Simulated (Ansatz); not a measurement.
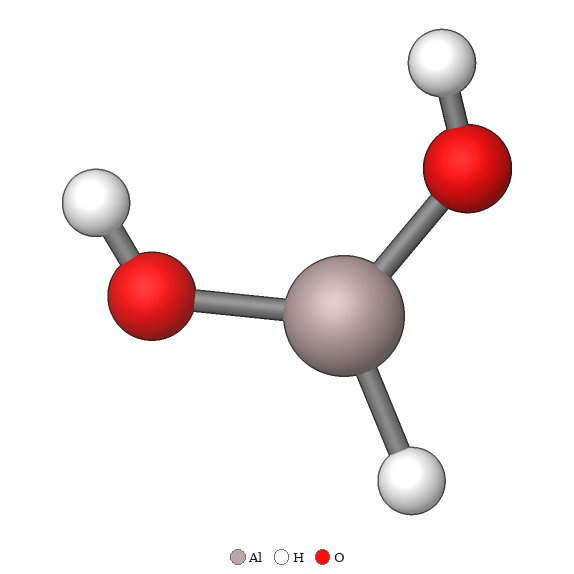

Question: Give the formula.

Answer: AlH3O2, 6 atoms: 1 aluminium, 3 hydrogen and 2 oxygen.

Question: How many sets of symmetry-equivalent atoms are there?

Answer: 4: 1 Al, 1 H, 2 O, 2 H.

The parts below concern this one geometry. Atoms keep their numbers from picture to picture. The computed structure is the end point of a PBE0-D4/def2-TZVP optimisation.

Geometry

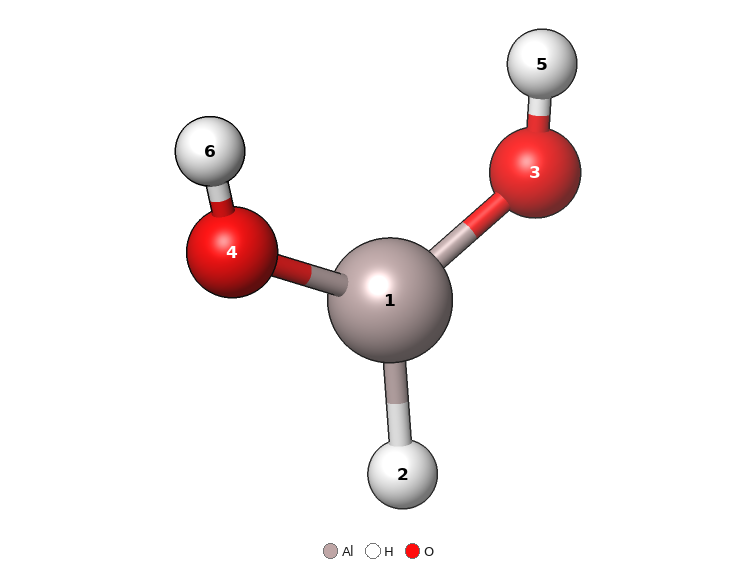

Numbered structure.

What are the angles H2–Al1–O3, O3–Al1–O4, Al1–O3–H5?

| angle | degrees |
| --- | --- |
| H2–Al1–O3 | 117.9 |
| O3–Al1–O4 | 124.1 |
| Al1–O3–H5 | 126.6 |

Electronic properties

Properties computed with RKS PBE0-D4/def2-TZVPP (Ansatz 0.2.0).

What does the calculation give?

- HOMO energy (Kohn–Sham orbital): −9.08 eV
- LUMO energy (Kohn–Sham orbital): −0.12 eV
- HOMO–LUMO gap: 8.96 eV

Thermal motion

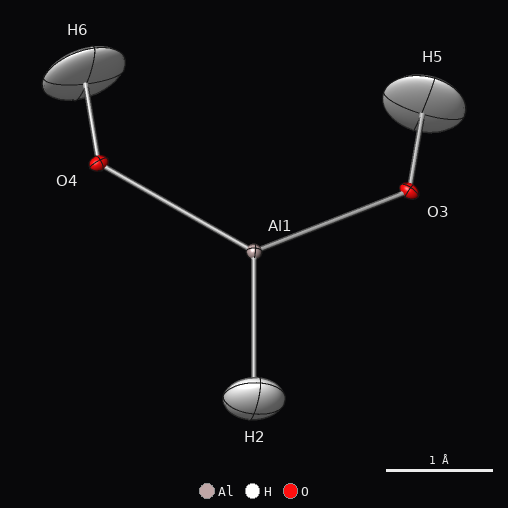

Displacement ellipsoids at the 50 % level, from the internal vibrations of the free molecule (harmonic, no overall translation or rotation; no half-axis is drawn under 0.075 Å). Vibrations computed with RKS PBE0-D4/def2-TZVP (Ansatz 0.2.0). Temperature: 600 K.

Question: Which atom moves most?

Answer: H5, H6, with U_eq = 0.0625 Å².

Question: Does H5 move more along its bond or across it?

Answer: Across it: the root-mean-square amplitude is 0.074 Å along the bond and up to 0.342 Å across, since bending and torsion are softer than stretching.

List U_eq and the three principal root-mean-square amplitudes for each kind of atom.

```
  atom  U_eq (Å²)   rms amplitudes (Å)
   Al1     0.0013  0.021, 0.028, 0.051
    H2     0.0306  0.103, 0.190, 0.212
O3, O4     0.0021  0.031, 0.035, 0.065
H5, H6     0.0625  0.071, 0.256, 0.342
```

Dipole moment

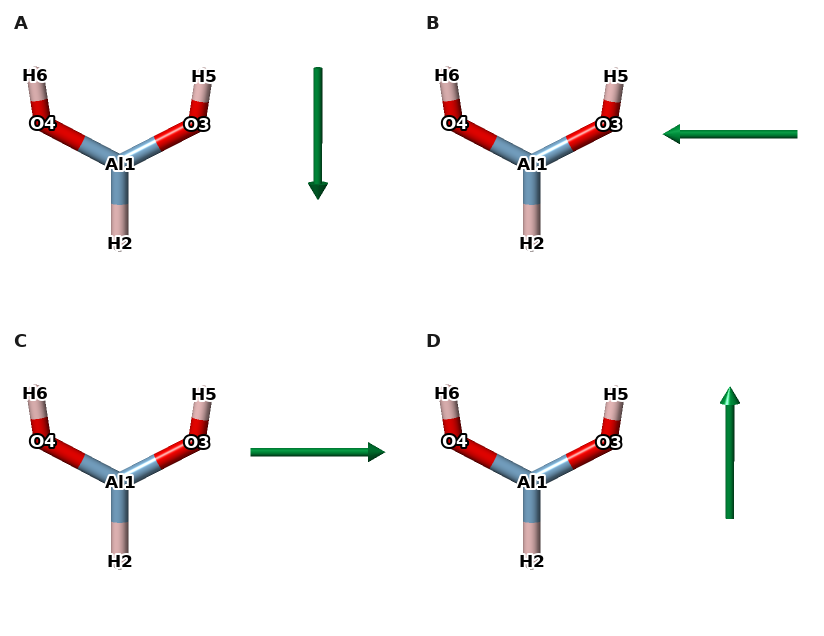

The same molecule four times, each with an arrow. Method: RKS PBE0-D4/def2-TZVP (Ansatz 0.2.0).

Question: Which arrow points along the dipole moment, from the negative to the positive end?

Answer: D. The dipole moment is 2.46 D; it points from the side of H2 to the side of H5, H6 (the outermost atoms at the two ends).

Charges

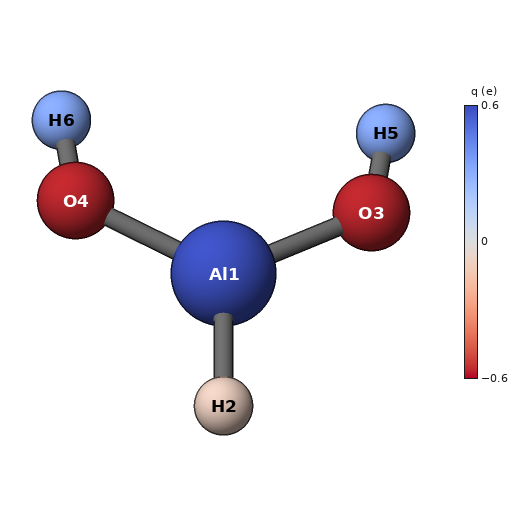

Atoms are coloured by their Mulliken charges. Level of theory: RKS PBE0-D4/def2-TZVP (Ansatz 0.2.0).

Give the Mulliken charges atom by atom.

| atom | value (e) |
| --- | --- |
| Al1 | 0.58 |
| H2 | −0.09 |
| O3 | −0.56 |
| O4 | −0.56 |
| H5 | 0.31 |
| H6 | 0.31 |

Mulliken values depend strongly on the basis set and can even reverse the polarity of a bond.
